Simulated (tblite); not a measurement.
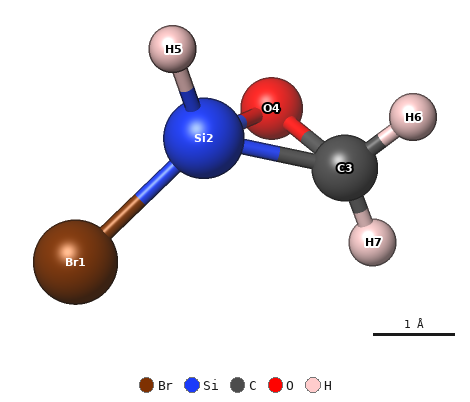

**Figure 1.** The structure (ball-and-stick view, seen at a tilt; atoms are numbered from 1 in the order of the input).

# Frequency calculation of CH3BrOSi

CH3BrOSi, SMILES Br[SiH]1CO1, computed with GFN1-xTB, R-SCC (tblite 0.8.0).

The geometry was optimised with GFN1-xTB.

**Input file (xtb_job.py)**
```python
import json
import numpy as np
from tblite.interface import Calculator
from tblite.interface import symbols_to_numbers
from ase.data import atomic_masses

symbols = list(map(str, np.loadtxt("molecule.xyz", skiprows=2, usecols=0, dtype=str, ndmin=1)))
numbers = np.array(symbols_to_numbers(symbols))
positions = np.loadtxt("molecule.xyz", skiprows=2, usecols=(1, 2, 3), ndmin=2) / 0.52917721

xtb = Calculator("GFN1-xTB", numbers, positions, charge=0, uhf=0)
xtb.set("verbosity", 0)
xtb.set("accuracy", 0.01)
wfn = xtb.singlepoint()
h = 0.005  # bohr
n = positions.size
H, D = np.zeros((n, n)), np.zeros((n, 3))
for a in range(n):
    g, d = [], []
    for sign in (1, -1):
        x = positions.ravel().copy()
        x[a] += sign * h
        xtb.update(x.reshape(-1, 3))
        y = xtb.singlepoint()
        g.append(y.get('gradient').ravel())
        d.append(y.get('dipole'))
    H[a], D[a] = (g[0] - g[1]) / (2 * h), (d[0] - d[1]) / (2 * h)
mass = np.repeat(atomic_masses[numbers], 3)
H = (H + H.T) / 2 / np.sqrt(np.outer(mass, mass))
# project out translations and rotations
com = positions - atomic_masses[numbers] @ positions / atomic_masses[numbers].sum()
T = [np.tile(v, len(numbers)) for v in np.eye(3)] + [np.cross(com, v).ravel() for v in np.eye(3)]
U, sv, _ = np.linalg.svd((np.array(T) * np.sqrt(mass)).T)
Q = U[:, (sv > 1e-3 * sv.max()).sum():]
w, V = np.linalg.eigh(Q.T @ H @ Q)
freq = np.sign(w) * np.sqrt(np.abs(w)) * 5140.487
inten = (((Q @ V).T / np.sqrt(mass)) @ D) ** 2
inten = inten.sum(axis=1) * 974.88
print(f"E = {wfn.get('energy'):.8f} Eh, max gradient {np.abs(wfn.get('gradient')).max():.2e} Eh/bohr")
print("mode   frequency/cm^-1   IR/(km/mol)")
for i, (v, s) in enumerate(zip(freq, inten), 1):
    print(f"{i:4d} {v:14.2f} {s:14.3f}")
zpe = freq[freq > 0].sum() / 2 / 219474.63
print(f"imaginary modes: {(freq < -10).sum()}, zero-point energy {zpe:.6f} Eh = {zpe * 2625.4996:.4f} kJ/mol")
out = {k: np.asarray(wfn.get(k)).tolist() for k in ("energy", "gradient", "charges", "dipole", "orbital-energies", "orbital-occupations")}
out.update(symbols=symbols, positions=(positions * 0.529177210903).tolist(), frequencies=freq.tolist(), intensities=inten.tolist(), zpe=zpe)
json.dump(out, open("results.json", "w"))
```

**File molecule.xyz**
```
7
start geometry
Br    -2.696069     0.096238    -0.308262
Si    -0.495825     0.226183    -0.633006
C      0.713542    -0.013081     0.717869
O      0.416374    -1.093392    -0.341175
H     -0.166187     0.950707    -1.821264
H      1.774291     0.234532     0.682162
H      0.453874    -0.401177     1.703676
```

Launched with:
```bash
python xtb_job.py
```

**Output**
```
E = -14.22865673 Eh, max gradient 2.96e-05 Eh/bohr
mode   frequency/cm^-1   IR/(km/mol)
   1         153.71          9.307
   2         193.06         28.217
   3         459.74         25.461
   4         544.47         87.553
   5         646.77         62.275
   6         707.02        199.896
   7         738.21        225.453
   8         765.88         50.216
   9        1022.56        211.415
  10        1094.22          9.453
  11        1122.93          3.690
  12        1437.34          9.369
  13        2314.30        178.503
  14        3025.67         21.109
  15        3053.90         21.649
imaginary modes: 0, zero-point energy 0.039366 Eh = 103.3560 kJ/mol
```

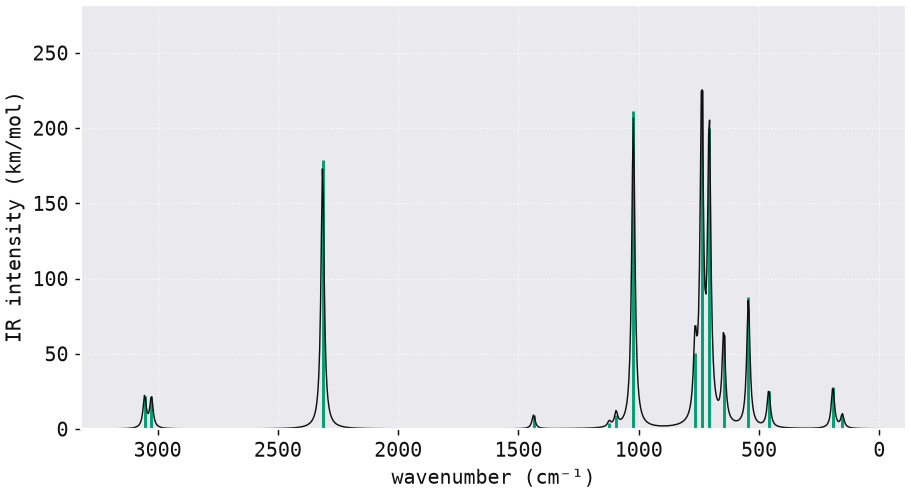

**Figure 2.** Harmonic infrared spectrum, unscaled: sticks (degenerate modes added up, dark ones marked on the axis) with a Lorentzian envelope of 16 cm⁻¹ full width, scaled to the tallest stick. 15 modes from 154 to 3054 cm⁻¹, none imaginary. The strongest line is at 738 cm⁻¹ (225 km/mol). All modes, in cm⁻¹ (km/mol): 154 (9.3), 193 (28), 460 (25), 544 (88), 647 (62), 707 (200), 738 (225), 766 (50), 1023 (211), 1094 (9.5), 1123 (3.7), 1437 (9.4), 2314 (179), 3026 (21), 3054 (22).

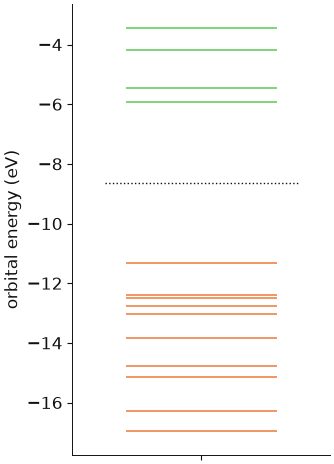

**Figure 3.** Orbital energies near the frontier; the dotted line parts filled from empty levels, and levels within 0.02 eV of each other stand side by side. Highest filled −11.34 eV, lowest empty −5.93 eV, 5.41 eV apart.

**Key numbers**

- outcome: converged
- total energy: −14.228657 hartree
- basis functions: 32
- largest force: 0.002 eV/Å
- HOMO: −11.34 eV
- LUMO: −5.93 eV
- zero-point energy: 0.039366 hartree
- dipole moment: 2.52 D
- wavenumbers, lowest and highest: 154 and 3054 cm⁻¹
- hardware: 1 thread of Intel Xeon @ 2.50GHz (Skylake/Cascade Lake), 189 GiB of memory available, shared host
- wall time: 0.98 s
- peak memory: 0.068 GiB
